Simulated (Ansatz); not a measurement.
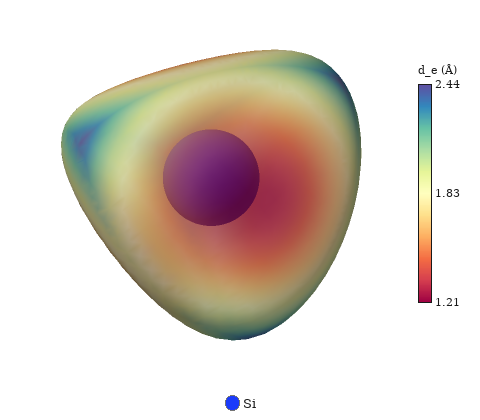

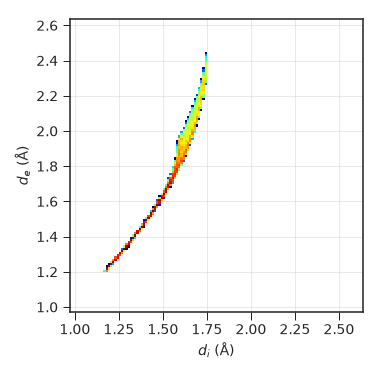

Hirshfeld surface computed for one Si atom in Si (Fd-3m), coloured by d_e. The second picture is its fingerprint plot, coloured by area on a logarithmic scale (blue little, red much).

The surface is where the fragment's share of the procrystal density (the sum of the densities of spherically averaged neutral Hartree-Fock atoms) equals one half. d_i and d_e are the distances from the surface to the nearest nucleus inside and outside.

Origin of the cell: the end point of a relaxation with DFT, RPBE, plane waves (420 eV) with PAW, scalar-relativistic (Ansatz 0.2.0).

```yaml
crystal:
  lattice:
    - [5.50320, 0.00000, 0.00000]
    - [0.00000, 5.50320, 0.00000]
    - [0.00000, 0.00000, 5.50320]
  atoms:
    - { symbol: Si, position: [0.50000, 0.00000, 0.50000] }
    - { symbol: Si, position: [0.25000, 0.25000, 0.25000] }
    - { symbol: Si, position: [0.50000, 0.50000, 0.00000] }
    - { symbol: Si, position: [0.25000, 0.75000, 0.75000] }
    - { symbol: Si, position: [0.00000, 0.00000, 0.00000] }
    - { symbol: Si, position: [0.75000, 0.25000, 0.75000] }
    - { symbol: Si, position: [0.00000, 0.50000, 0.50000] }
    - { symbol: Si, position: [0.75000, 0.75000, 0.25000] }
```

**What is the shortest distance from the fragment to an atom outside it?**

Si–Si, 2.38 Å.

**How is the surface shared among contacts (nearest atom inside ··· nearest atom outside)?**

Si···Si 100 %. The surface faces 4 neighbours with more than 2 % of its area each: 4 Si.

**Give the size and shape of the surface.**

It encloses about 13.7 Å³, has an area of about 29 Å² and a globularity of 0.94 (1 for a sphere).

**Where does the fingerprint reach closest to the origin?**

The smallest d_i + d_e is about 2.4 Å, which belongs to the shortest contact, Si···Si at 2.38 Å; d_e runs from 1.21 to 2.44 Å.
